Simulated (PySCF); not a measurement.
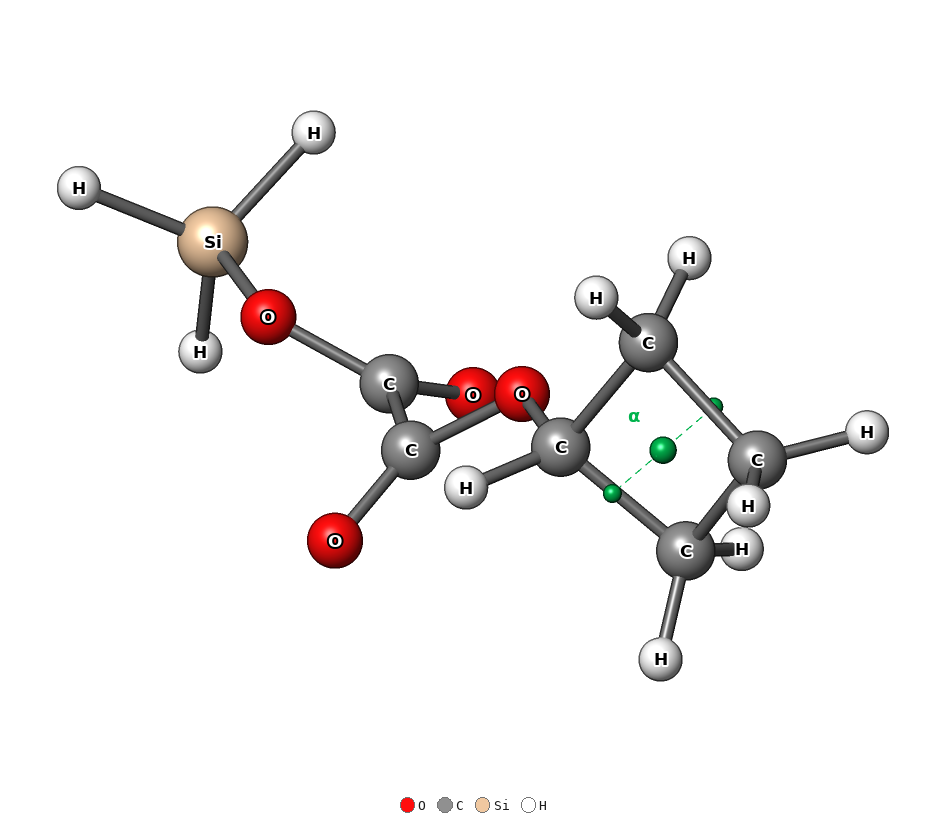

The small points mark where nucleus-independent chemical shifts (NICS) were computed: at the centre of each lettered ring and 1 Å above and below it. The geometry was computed by an optimisation with GFN2-xTB. No frequency run is at hand to confirm it as a minimum. Method: GIAO PBE0/pcSseg-1 NMR shielding, non-relativistic, gas phase (PySCF 2.14.0).

Give NICS(0), NICS(1) and the out-of-plane component NICS(1)zz for each ring (means of the two sides).

| ring | members | NICS(0) | NICS(1) | NICS(1)zz |
| --- | --- | --- | --- | --- |
| α | C4 | −0.5 | −0.7 | 3.1 |

Values in ppm.

The geometry is semi-empirical. Around Si such bond lengths and angles can be off by a tenth of an ångström or more and by several degrees, and values that hang on the shape move with them.
